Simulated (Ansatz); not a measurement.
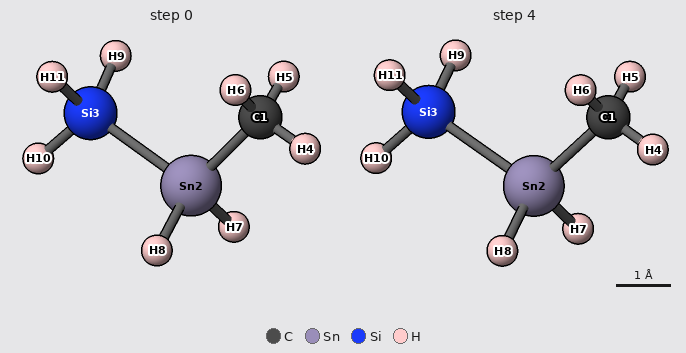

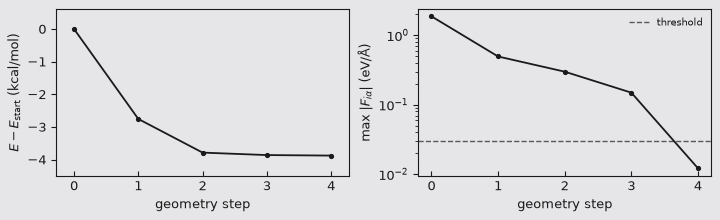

First and last geometry of a relaxation of CH8SiSn (coarse preliminary run), with the history of the run. Style: ball-and-stick. Shown at a tilt.

The start comes from a force field.

These are results of Ansatz, RKS PBE-D4/def2-SVP, not measurements.

Input
```yaml
crystal:
  periodic: [false, false, false]
  atoms:
    - {symbol: C, position_ang: [-1.231400, 1.327400, -0.328100]}
    - {symbol: Sn, position_ang: [-0.130600, -0.355700, -0.876100]}
    - {symbol: Si, position_ang: [1.275800, -1.015600, 1.064000]}
    - {symbol: H, position_ang: [-1.842500, 1.682800, -1.200900]}
    - {symbol: H, position_ang: [-1.919400, 1.123300, 0.514500]}
    - {symbol: H, position_ang: [-0.596200, 2.221000, -0.077800]}
    - {symbol: H, position_ang: [-1.177500, -1.668000, -1.281400]}
    - {symbol: H, position_ang: [0.929400, 0.045600, -2.254100]}
    - {symbol: H, position_ang: [0.454100, -1.313000, 2.272100]}
    - {symbol: H, position_ang: [2.106700, -2.199600, 0.744400]}
    - {symbol: H, position_ang: [2.196900, 0.094900, 1.444200]}
basis:
  gaussian: {orbitals: def2-SVP}
hamiltonian: {xc: pbe, dispersion: d4}
relax: {f_tol: 0.03, max_steps: 200}
```

Question: Did the run converge, and what did it change?

Answer: It converged. Over 4 geometry steps the energy falls by 3.88 kcal/mol. Largest force component: 1.9 eV/Å at the start, 0.012 eV/Å at the end. The largest move after the best rigid fit is that of C1, 0.12 Å. Largest moves by element: C 0.12 Å, H 0.11 Å, Si 0.10 Å, Sn 0.02 Å. Near-neighbour distances that change, for instance: Sn2–Si3 2.485 → 2.587 Å, C1–Sn2 2.084 → 2.175 Å, Sn2–H8 1.784 → 1.734 Å, Si3–H10 1.481 → 1.506 Å. Among the angles between lasting bonds that change: H4–C1–H6 103.2° → 109.2°, Sn2–C1–H6 113.7° → 109.7°, H7–Sn2–H8 110.5° → 107.7°.
